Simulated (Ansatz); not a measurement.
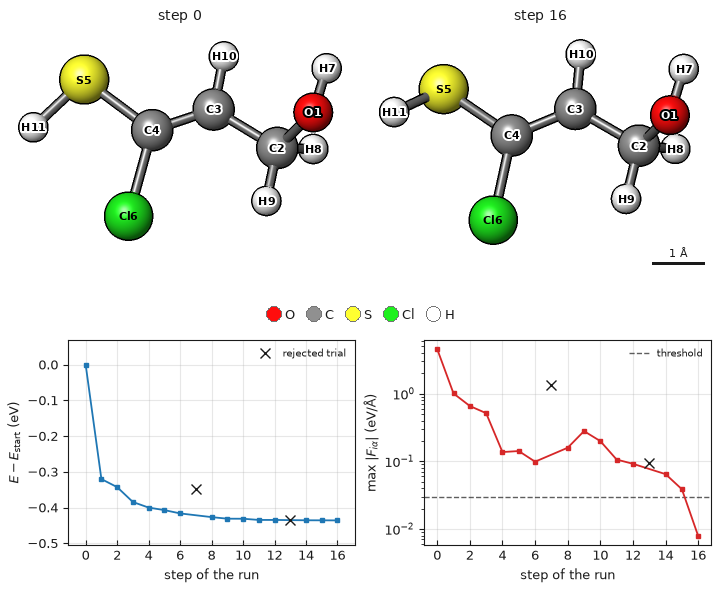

First and last geometry of a relaxation of C₃H₅ClOS (coarse preliminary run), with the history of the run. A ball-and-stick model, seen at a tilt.

The start comes from a force field.

Method: RKS PBE-D4/def2-SVP in Ansatz. Settings: force threshold 0.03 eV/Å; at most 200 steps.

**Read the history and describe the run.**

It converged. The energy falls by 0.436 eV in 14 accepted moves (16 points after the start). Largest force component: 4.6 eV/Å at the start, 0.0079 eV/Å at the end. The line search rejected the trial steps at points 7, 13 of the run. The atom that moves furthest after the best rigid fit is H11 (0.49 Å). By element the largest moves are H 0.49 Å, S 0.37 Å, C 0.16 Å, Cl 0.12 Å, O 0.11 Å. Some distances before and after: C3–C4 1.267 → 1.352 Å, O1–C2 1.468 → 1.420 Å, C2–H8 1.077 → 1.121 Å, C4–S5 1.745 → 1.772 Å. Bond angles that change, for instance: O1–C2–H8 104.8° → 111.8°, C2–C3–H10 112.4° → 117.2°, H8–C2–H9 111.3° → 106.8°. Groups turn about C4–S5 by about 40°.
